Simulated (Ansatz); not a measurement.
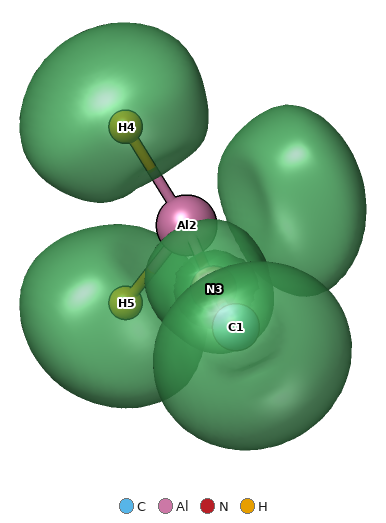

Figure 1: CH2AlN (charge −1, doublet). Isosurface of the electron localisation function at 0.75 (green), seen at an oblique angle. Core shells and regions of very low density are left out.

Geometry: PBE-D3(BJ)/def2-SVPD; the highest occupied orbital lies above zero, a sign that basis and functional describe the outermost electron poorly.

Level of theory: isolated molecule in a Gaussian basis; Kohn-Sham density functional theory, functional PBE0 in Ansatz 0.2.0.

```xyz
5

C     1.8754   -0.4673    0.3817
Al   -0.9817    0.0504   -0.7414
N     0.7708   -0.2542   -0.0015
H    -1.2949    1.6465   -0.5634
H    -2.0137   -0.9133    0.0852
```

Q: Identify the bonds, lone pairs and shells in this picture.

A: The ELF exceeds this value in two regions around hydrogen nuclei, one region on N in which the atom's valence shell and bonds are merged, one lobe on Al, pointing away from the bonds (non-bonding electrons) and one lobe on C, pointing away from the bonds (non-bonding electrons). Profiles from the grid: C–N (1.19 Å): the ELF peaks at about 0.90 between the atoms: a multiple bond. Al–N (1.93 Å): the ELF peaks at about 0.95 in the valence shell of N, 0.7 Å from its nucleus, and is about 0.70 at the midpoint.
